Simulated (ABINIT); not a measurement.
# Ga2O3 (R-3c): G0W0 with ABINIT, start to end

How does a plane-wave GW calculation on Ga2O3 (R-3c) run from the first input to the gap?

Main program and level: ABINIT 10.8.3; PBE and many-body steps on it, plane waves.

**The experiments to reproduce.**

- Gap 5.2 eV: optical gap from Tauc plot assuming direct gap; largest value, film grown at 250 C; UV-vis transmittance/reflectance, Tauc plot; film on c-plane sapphire (“Low temperature growth and optical properties of alpha-Ga2O3 deposited on sapphire by plasma enhanced atomic layer deposition”, 2019, arxiv:1908.06914).

- Gap 5.15 eV: optical gap from Tauc plot assuming direct gap; lower end of the 5.15-5.20 eV range for alpha-phase films; UV-vis transmittance/reflectance, Tauc plot; film on c-plane sapphire (“Low temperature growth and optical properties of alpha-Ga2O3 deposited on sapphire by plasma enhanced atomic layer deposition”, 2019, arxiv:1908.06914).

- Gap 5.6 eV: direct band-to-band gap from Tauc plot; UV-Vis absorption, Tauc plot; film (163 nm mist CVD film on c-plane sapphire) on Al2O3 (sapphire) (“Optical properties of mist CVD grown alpha-Ga2O3”, 2019, arxiv:1907.13072).

- Gap 5.62 ± 0.02 eV: lowest direct band-to-band transition E0, E parallel to c (M1-type CP); abstract instead prints 5.44 eV, which Table III gives as the exciton energy; generalized spectroscopic ellipsometry, critical-point model; 300 K; film (51.8 nm PAMBE film, fully lattice-relaxed) on m-plane Al2O3 (“Anisotropic dielectric functions, band-to-band transitions, and critical points in alpha-Ga2O3”, 2021, arxiv:2101.06595).

- Gap 5.3 eV: optical direct gap from Tauc plot, alpha-phase dominant buffer stack; UV-Vis transmittance, Tauc plot; film (as-grown alpha-(Al0.3Ga0.7)2O3/alpha-Ga2O3 double layer on c-plane sapphire, mist CVD, slight kappa admixture) on Al2O3 (“Controlled Crystallinity of a Sn-Doped α-Ga2O3 Epilayer Using Rapidly Annealed Double Buffer Layers”, 2024, pmc:10818942).

This is a selection; 1 further report is not listed.

## (1) The starting structure

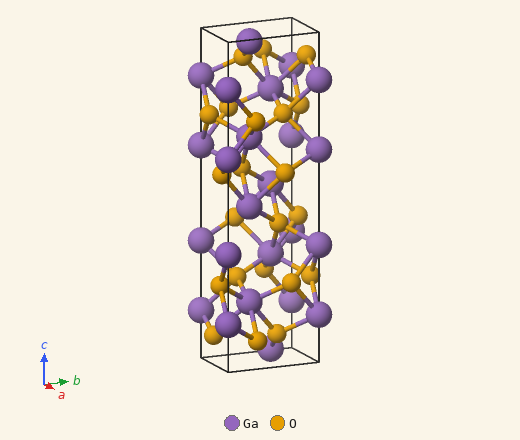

The starting structure, seen slightly off an axis (gallium purple, oxygen orange). This picture shows the conventional cell, with its axes. Some periodic images of atoms are drawn too.

The cell and positions are those that the Materials Project relaxed with its own functionals (PBE, PBE+U or r2SCAN), kept fixed. This is not the form that Ga2O3 usually takes at ambient conditions.

## (2) Ground state

This step: ABINIT 10.8.3; DFT, PBE, plane waves, norm-conserving pseudopotentials.

The ground-state density comes first.

run.abi

```
acell 3*1.0 Angstrom
rprim 
  2.498699193881 1.442624652211 4.483549768500
  -2.498699193881 1.442624652211 4.483549768500
  0.000000000000 -2.885249304422 4.483549768500
ntypat 2
znucl 31 8
natom 10
typat 1 1 1 1 2 2 2 2 2 2
xred 
  0.855585580000 0.855585580000 0.855585580000
  0.644414420000 0.644414420000 0.644414420000
  0.144414420000 0.144414420000 0.144414420000
  0.355585580000 0.355585580000 0.355585580000
  0.750000000000 0.446832820000 0.053167180000
  0.446832820000 0.053167180000 0.750000000000
  0.053167180000 0.750000000000 0.446832820000
  0.250000000000 0.553167180000 0.946832820000
  0.946832820000 0.250000000000 0.553167180000
  0.553167180000 0.946832820000 0.250000000000
pp_dirpath "pseudos"
pseudos "Ga.upf, O.upf"
ecut 45
ngkpt 4 4 4
nshiftk 1
shiftk 0 0 0
kptopt 1
chksymbreak 0
nband 69
occopt 1
tolvrs 1e-08
nstep 60
prtwf 0
optforces 0
optstress 0
indata_prefix "in"
outdata_prefix "out"
tmpdata_prefix "tmp"
```

On the command line:

```sh
> OMP_NUM_THREADS=1 mpirun -n 8 abinit run.abi > log
```

Numbers of over 12 decimals in the logs are rounded to 6 here.

Log:

```text
.Version 10.8.3 of ABINIT. v10.8.2 released Aug 2026.

 Symmetries : space group R-3 c (#167); Bravais hR (rhombohedral)
================================================================================
 Values of the parameters that define the memory need of the present run
     intxc =       0    ionmov =       0      iscf =       7    lmnmax =       6
     lnmax =       6     mgfft =      64  mpssoang =       3    mqgrid =    3001
     natom =      10  nloc_mem =       1    nspden =       1   nspinor =       1
    nsppol =       1      nsym =      12    n1xccc =    2501    ntypat =       2
    occopt =       1   xclevel =       2
-    mband =          69        mffmem =           1         mkmem =           2
       mpw =        9445          nfft =      262144          nkpt =          13
================================================================================
  Rough estimation (10% accuracy) of disk space for files :
================================================================================

--------------------------------------------------------------------------------
------------- Echo of variables that govern the present computation ------------
--------------------------------------------------------------------------------
 -outvars: echo values of preprocessed input variables --------
            acell      1.8897261259E+00  1.8897261259E+00  1.8897261259E+00 Bohr

      chksymbreak           0
             ecut      4.50000000E+01 Hartree
-          fftalg         312

              ixc     -101130
              kpt      0.00000000E+00  0.00000000E+00  0.00000000E+00
                       2.50000000E-01  0.00000000E+00  0.00000000E+00
                       5.00000000E-01  0.00000000E+00  0.00000000E+00
                       2.50000000E-01  2.50000000E-01  0.00000000E+00
                       5.00000000E-01  2.50000000E-01  0.00000000E+00
                      -2.50000000E-01  2.50000000E-01  0.00000000E+00
                       5.00000000E-01  5.00000000E-01  0.00000000E+00
                       2.50000000E-01  2.50000000E-01  2.50000000E-01
                       5.00000000E-01  2.50000000E-01  2.50000000E-01
                      -2.50000000E-01  2.50000000E-01  2.50000000E-01
                       5.00000000E-01  5.00000000E-01  2.50000000E-01
[...]
kptrlatt        4    0    0      0    4    0      0    0    4
          kptrlen      3.77748572E+01
P           mkmem           2
            natom          10
            nband          69
            ngfft          64      64      64
             nkpt          13
            nstep          60
             nsym          12
           ntypat           2
              occ      2.000000  2.000000  2.000000  2.000000  2.000000  2.000000
                       2.000000  2.000000  2.000000  2.000000  2.000000  2.000000
                       2.000000  2.000000  2.000000  2.000000  2.000000  2.000000
                       2.000000  2.000000  2.000000  2.000000  2.000000  2.000000
                       2.000000  2.000000  2.000000  2.000000  2.000000  2.000000
                       2.000000  2.000000  2.000000  2.000000  2.000000  2.000000
                       2.000000  2.000000  2.000000  2.000000  2.000000  2.000000
                       2.000000  2.000000  2.000000  2.000000  2.000000  2.000000
                       2.000000  2.000000  2.000000  2.000000  2.000000  2.000000
                       2.000000  2.000000  2.000000  2.000000  2.000000  2.000000
                       0.000000  0.000000  0.000000  0.000000  0.000000  0.000000
[...]
optforces           0
        optstress           0
            prtwf           0
            rprim      2.4986991939E+00  1.4426246522E+00  4.4835497685E+00
[...]
spgroup         167

           tolvrs      1.00000000E-08

             xred      8.5558558000E-01  8.5558558000E-01  8.5558558000E-01
[...]
znucl       31.00000    8.00000

================================================================================

 chkinp: Checking input parameters for consistency.

================================================================================
== DATASET  1 ==================================================================
-   mpi_nproc: 8, omp_nthreads: 1 (-1 if OMP is not activated)
-    --> not optimal distribution: autoparal keyword recommended in input file <--

--- !DatasetInfo
iteration_state: {dtset: 1, }
dimensions: {natom: 10, nkpt: 13, mband: 69, nsppol: 1, nspinor: 1, nspden: 1, mpw: 9445, }
cutoff_energies: {ecut:  45.0, pawecutdg:  -1.0, }
electrons: {nelect:   1.20000000E+02, charge:   0.00000000E+00, occopt:   1.00000000E+00, tsmear:   1.00000000E-02, }

 Real(R)+Recip(G) space primitive vectors, cartesian coordinates (Bohr,Bohr^-1):
 R(1)=  4.7218571  2.7261655  8.4726811  G(1)=  0.1058905  0.0611359  0.0393421
 R(2)= -4.7218571  2.7261655  8.4726811  G(2)= -0.1058905  0.0611359  0.0393421
 R(3)=  0.0000000 -5.4523310  8.4726811  G(3)=  0.0000000 -0.1222719  0.0393421
 Unit cell volume ucvol=  6.5439078E+02 bohr^3
 Angles (23,13,12)=  5.58935053E+01  5.58935053E+01  5.58935053E+01 degrees

 getcut: wavevector=  0.0000  0.0000  0.0000  ngfft=  64  64  64
         ecut(hartree)=     45.000   => boxcut(ratio)=   2.10352

[...]
2   -1.331955
 pspatm: atomic psp has been read  and splines computed

   1.49327161E+04                                ecore*ucvol(ha*bohr**3)
--------------------------------------------------------------------------------

_setup2: Arith. and geom. avg. npw (full set) are    9435.203    9435.198

================================================================================

--- !BeginCycle
iteration_state: {dtset: 1, }
solver: {iscf: 7, nstep: 60, nline: 4, wfoptalg: 0, }
tolerances: {tolvrs: 1.00E-08, }

     iter   Etot(hartree)      deltaE(h)  residm     vres2
 ETOT  1  -1085.9762733929    -1.086E+03 6.621E-01 9.391E+03
 ETOT  2  -1090.2692442903    -4.293E+00 3.297E-02 1.651E+04
 ETOT  3  -1092.8437170267    -2.574E+00 2.454E-02 5.151E+02
 ETOT  4  -1092.8754111003    -3.169E-02 3.178E-02 3.301E+02
 ETOT  5  -1092.9011962471    -2.579E-02 2.295E-03 7.688E+01
 ETOT  6  -1092.9107240313    -9.528E-03 1.638E-03 1.525E+00
 ETOT  7  -1092.9108547547    -1.307E-04 6.088E-04 4.595E-01
 ETOT  8  -1092.9109134790    -5.872E-05 8.460E-04 1.724E-03
 ETOT  9  -1092.9109137587    -2.797E-07 3.513E-04 1.887E-05
 ETOT 10  -1092.9109137621    -3.358E-09 4.279E-04 3.038E-07
 ETOT 11  -1092.9109137621    -6.821E-11 1.821E-04 4.927E-09

 At SCF step   11       vres2   =  4.93E-09 < tolvrs=  1.00E-08 =>converged.

--- !ResultsGS
iteration_state: {dtset: 1, }
comment   : Summary of ground state results
lattice_vectors:
- [  4.7218571,   2.7261655,   8.4726811, ]
- [ -4.7218571,   2.7261655,   8.4726811, ]
- [  0.0000000,  -5.4523310,   8.4726811, ]
lattice_lengths: [  10.07543,   10.07543,   10.07543, ]
lattice_angles: [ 55.894,  55.894,  55.894, ] # degrees, (23, 13, 12)
lattice_volume:   6.5439078E+02
convergence: {deltae: -6.821E-11, res2:  4.927E-09, residm:  1.821E-04, diffor:  0.000E+00, }
etotal    :  -1.09291091E+03
entropy   :   0.00000000E+00
fermie    :   2.13395308E-01
cartesian_stress_tensor: null
pressure_GPa: null
xred      :
- [  8.5559E-01,   8.5559E-01,   8.5559E-01, Ga]
- [  6.4441E-01,   6.4441E-01,   6.4441E-01, Ga]
- [  1.4441E-01,   1.4441E-01,   1.4441E-01, Ga]
- [  3.5559E-01,   3.5559E-01,   3.5559E-01, Ga]
- [  7.5000E-01,   4.4683E-01,   5.3167E-02,  O]
- [  4.4683E-01,   5.3167E-02,   7.5000E-01,  O]
- [  5.3167E-02,   7.5000E-01,   4.4683E-01,  O]
- [  2.5000E-01,   5.5317E-01,   9.4683E-01,  O]
- [  9.4683E-01,   2.5000E-01,   5.5317E-01,  O]
- [  5.5317E-01,   9.4683E-01,   2.5000E-01,  O]
cartesian_forces: null
force_length_stats: {min: null, max: null, mean: null, }

 Integrated electronic density in atomic spheres:
 ------------------------------------------------
 Atom  Sphere_radius  Integrated_density
[...]
================================================================================

 ----iterations are completed or convergence reached----

 Mean square residual over all n,k,spin=   40.825E-08; max=  18.206E-05
 reduced coordinates (array xred) for   10 atoms
[...]
0.446832820000      0.053167180000      0.750000000000
       0.053167180000      0.750000000000      0.446832820000
       0.250000000000      0.553167180000      0.946832820000
       0.946832820000      0.250000000000      0.553167180000
       0.553167180000      0.946832820000      0.250000000000
 rms dE/dt=  0.0000E+00; max dE/dt=  0.0000E+00; dE/dt below (all hartree)
    1       0.000000000000      0.000000000000      0.000000000000
    2       0.000000000000      0.000000000000      0.000000000000
    3       0.000000000000      0.000000000000      0.000000000000
    4       0.000000000000      0.000000000000      0.000000000000
    5       0.000000000000      0.000000000000      0.000000000000
    6       0.000000000000      0.000000000000      0.000000000000
    7       0.000000000000      0.000000000000      0.000000000000
    8       0.000000000000      0.000000000000      0.000000000000
    9       0.000000000000      0.000000000000      0.000000000000
   10       0.000000000000      0.000000000000      0.000000000000

 cartesian coordinates (angstrom) at end:
[...]
6      0.983652    -1.442625     5.604437
    7     -1.741176    -0.130555     5.604437
    8     -0.757524    -1.573180     7.846212
    9      1.741176     0.130555     7.846212
   10     -0.983652     1.442625     7.846212
 length scales=  1.889726125908  1.889726125908  1.889726125908 bohr
              =  1.000000000000  1.000000000000  1.000000000000 angstroms
 prteigrs : about to open file out_EIG
 Fermi (or HOMO) energy (hartree) =   0.21340   Average Vxc (hartree)=  -0.44931
 Eigenvalues (hartree) for nkpt=  13  k points:
 kpt#   1, nband= 69, wtk=  0.01563, kpt=  0.0000  0.0000  0.0000 (reduced coord)
  -4.98583   -4.98583   -4.98583   -4.98582   -3.17356   -3.17356   -3.17354   -3.17340
  -3.17273   -3.17273   -3.17271   -3.17271   -3.17260   -3.17260   -3.17260   -3.17260
  -0.48012   -0.40802   -0.40802   -0.40603   -0.40556   -0.40556   -0.25594   -0.25594
  -0.25273   -0.25273   -0.25025   -0.24926   -0.24782   -0.24782   -0.24618   -0.24618
  -0.24434   -0.24434   -0.24181   -0.24181   -0.24175   -0.24158   -0.23220   -0.23220
  -0.20982   -0.20982   -0.04893   -0.02394    0.02261    0.02261    0.05977    0.07053
   0.08382    0.08382    0.09496    0.17761    0.17761    0.19533    0.19533    0.20292
   0.20310    0.20310    0.20569    0.20569    0.31838    0.46001    0.46610    0.54100
   0.58939    0.58939    0.59258    0.61808    0.62581
 prteigrs : prtvol=0 or 1, do not print more k-points.

--- !EnergyTerms
iteration_state     : {dtset: 1, }
comment             : Components of total free energy in Hartree
kinetic             :  5.51360939736138E+02
hartree             :  4.08394109945229E+02
xc                  : -1.29158394276826E+02
Ewald energy        : -5.95982657166164E+02
psp_core            :  2.28192641697130E+01
local_psp           : -1.09592912371506E+03
non_local_psp       : -2.54415052455155E+02
total_energy        : -1.09291091376212E+03
total_energy_eV     : -2.97396210068292E+04
band_energy         : -1.26579496363221E+02

== END DATASET(S) ==============================================================
================================================================================

 -outvars: echo values of variables after computation  --------
           etotal     -1.0929109138E+03
            nband          69
             nkpt          13
          spgroup         167
 [... the other variables as echoed above ...]

 Calculation completed.
```

Run time: 71 s. Hardware: 8 MPI ranks of Arm Neoverse V2, shared host; peak memory 1.1 GiB; 9.4 min of CPU time.

Numbers from this step:

- total energy: -29739.6210 eV
- gap: 2.857 eV
- k of the valence top: 0.25, 0, 0
- k of the conduction bottom: 0, 0, 0
- least direct gap: 3.066 eV

The gap is indirect, with the least direct gap 0.21 eV higher.

(Continued in part 2 of 3.)

[Paths, hosts, dates, memory and timing lines, banners, echoed tables and standing remarks are left out of the program output.]

[Logs are printed without paths, hosts, clocks, repeated set-up lines and the standing remarks that a program may print on its own settings, such as how far it seeks lower states.]

[Runs of the session that timed out or met a known fault of the program may be left out.]

[Hosts, paths, dates, database ids (printed as entryN), source tags and the programs' standing remarks are cut or masked in the printed files.]

[G0W0 gaps are taken among the corrected bands and points alone; a level outside them can change the order at an edge.]

[Where Ansatz stands beside ABINIT at settings called matched, ABINIT's density can come from a denser mesh and the files from another edition; pairs whose starting gaps differed by over 0.03 eV were left out, so agreement reads better than it is.]
